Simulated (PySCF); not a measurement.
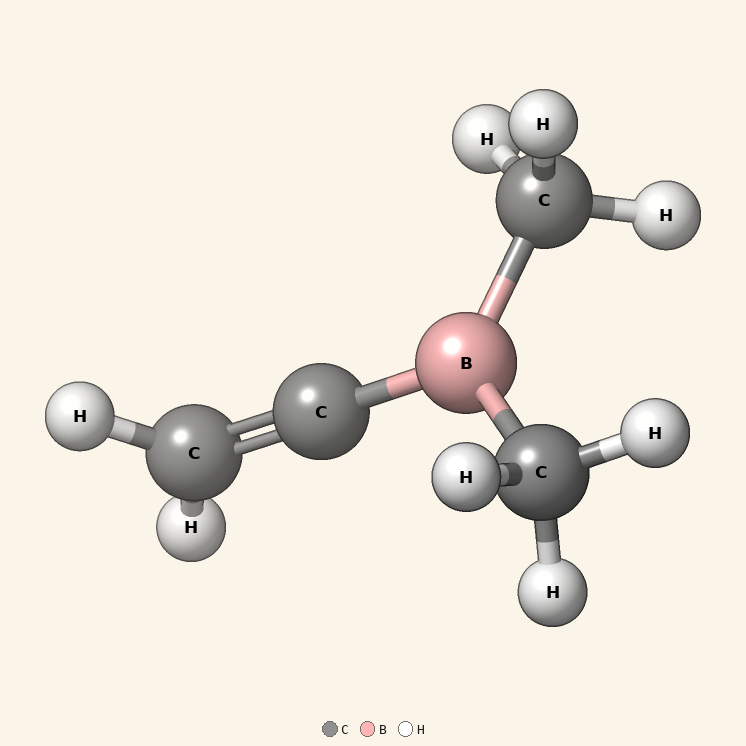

The species is neutral and a spin doublet. The geometry was computed by an optimisation with GFN2-xTB. No frequency run is at hand to confirm it as a minimum. Level of theory: UKS B3LYP, pcH-1 on B C H, non-relativistic (PySCF 2.14.0).

Predict the main results.

The species is C₄H₈B (`C=[C]B(C)C`).
- ⟨S²⟩ of the determinant: 0.755
- isotropic g value: 2.00232

The geometry is semi-empirical. Around B such bond lengths and angles can be off by a tenth of an ångström or more and by several degrees, and values that hang on the shape move with them.
